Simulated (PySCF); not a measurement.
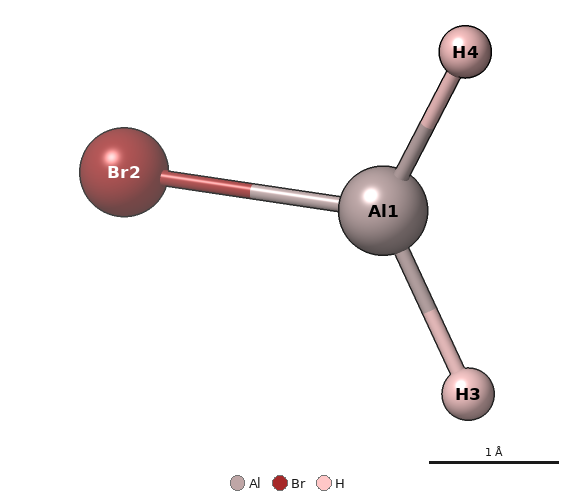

Orthographic view. Distant atoms are faded towards the background colour. Computed geometry: PBE0-D3(BJ)/def2-SVP optimisation. No frequency run is at hand to confirm it as a minimum.

Write a Z-matrix (Å, degrees) in the order of the atom numbers, with these reference atoms: 2 to 1; 3 to 1, 2; 4 to 1, 3, 2.

```
Al 
Br   1   2.259
H    1   1.580   2   117.7
H    1   1.578   3   124.9   2   179.7
```
